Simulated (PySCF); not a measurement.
SMILES c1ccc([SiH2]c2ccc[se]2)nc1, singlet at its GFN2-xTB optimised geometry (Å):

```
21

C     -1.1448    -2.8468     0.0000
C     -1.7950    -1.6231     0.0069
C     -1.0320    -0.4682     0.0079
C      0.3578    -0.5662    -0.0009
Si     1.4961     0.9451    -0.0427
C      0.9133     2.0189    -1.4782
C      1.3568     3.2676    -1.8019
C      0.7865     3.8514    -2.9560
C     -0.1279     3.0697    -3.5853
Se    -0.3638     1.4436    -2.7319
N      0.9711    -1.7466     0.0000
C      0.2424    -2.8468     0.0000
H     -1.6968    -3.7743    -0.0041
H     -2.8750    -1.5718     0.0113
H     -1.5021     0.5055     0.0203
H      2.8750     0.5046    -0.2472
H      1.3478     1.7220     1.1976
H      2.0970     3.7755    -1.2058
H      1.0560     4.8350    -3.3038
H     -0.6803     3.3149    -4.4750
H      0.8002    -3.7755    -0.0015
```

Calculation: B3LYP/def2-SVP (PySCF 2.14.0).

Map of the deformation density (molecule minus spherical neutral atoms) (e/bohr³) on the plane z = 0.8 Å:

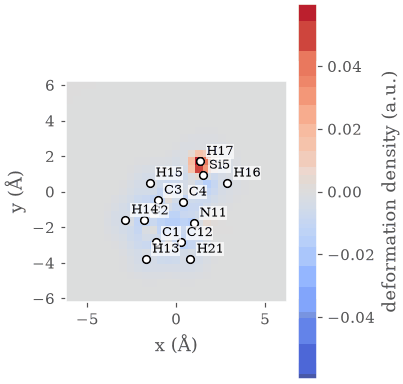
Figure: Deformation density (molecule minus spherical neutral atoms) (e/bohr³) on the plane z = 0.8 Å.
